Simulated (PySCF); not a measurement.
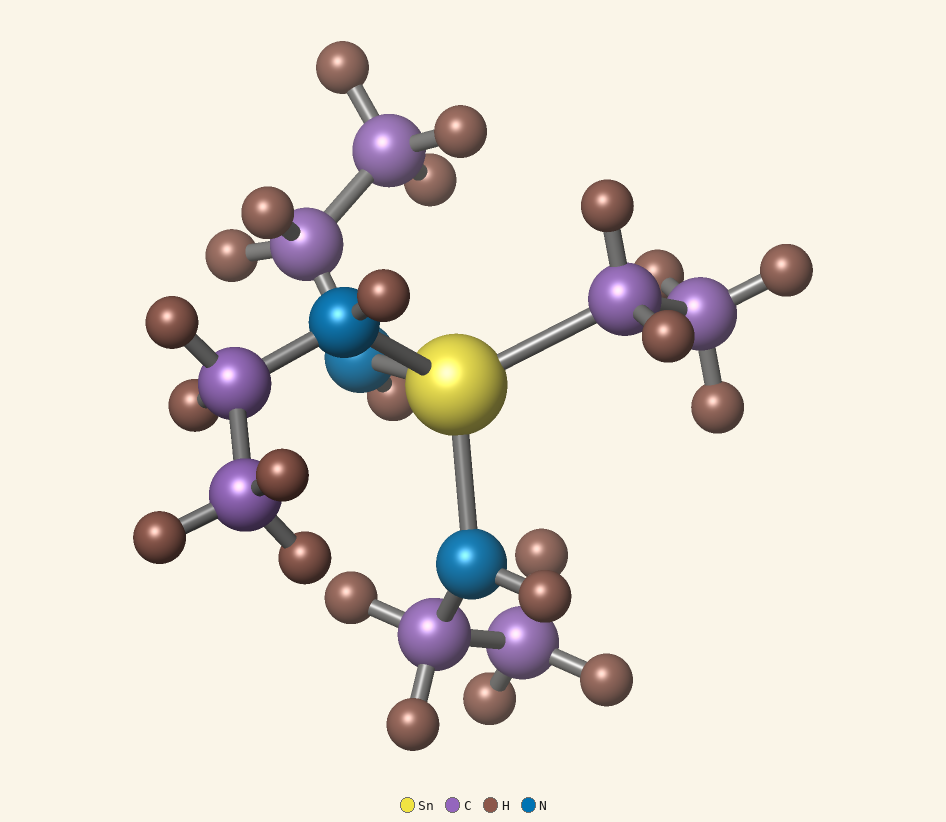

Computed geometry: PBE0-D3(BJ)/def2-SVP optimisation. No frequency run is at hand to confirm it as a minimum.

Give the structural formula.

SMILES: CC[NH][Sn]([CH2]C)([NH]CC)[NH]CC

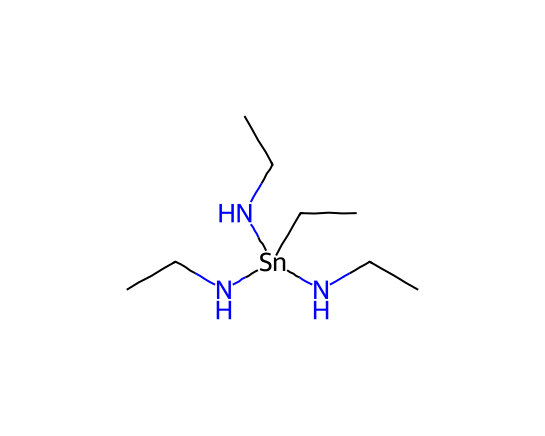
